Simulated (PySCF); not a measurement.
Molecule: C₃H₃Cl₂FSi, SMILES F[C@@H]1C=C1[SiH](Cl)Cl.

```xyz
10

F     -1.4458    -0.1825    -2.0715
C     -1.4310    -0.1538    -0.7043
C     -1.0797     1.0853    -0.0252
C     -0.1518     0.1524    -0.0158
Si     1.5325    -0.4079     0.4506
Cl     2.4720     1.1053     1.4731
Cl     1.3266    -2.0556     1.6632
H     -2.1536    -0.8833    -0.3142
H     -1.3632     2.0993     0.2517
H      2.3481    -0.7803    -0.7260
```

Simulated rotational absorption lines between 2 and 8 GHz at 3 K: rigid rotor with the equilibrium constants and dipole of one optimised conformer (PBE0-D3(BJ)/def2-SVP, PySCF), commonest isotopes; no centrifugal distortion, hyperfine structure, internal rotation or nuclear-spin weights; lines within 1 MHz of each other are summed. Lines of different type are drawn apart.

Q: What are the rotational constants, and what kind of rotor is it?

A: Rotational constants A, B, C = 2.012, 0.8792, 0.6750 GHz; Ray's κ = −0.69, an asymmetric top on the prolate side.

Q: Which dipole components drive the lines?

A:
|μa|, |μb|, |μc| = 0.24, 0.60, 0.91 D; c-type lines carry 49 % of the intensity in this range.

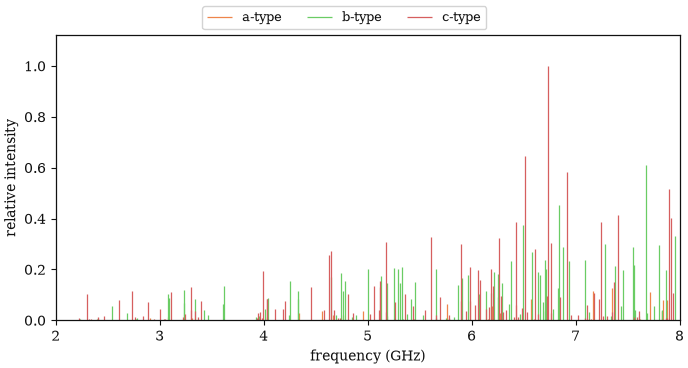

Caveats: coarse grid, loose stop and no frequency check, small forces are noise and the end may be a saddle.
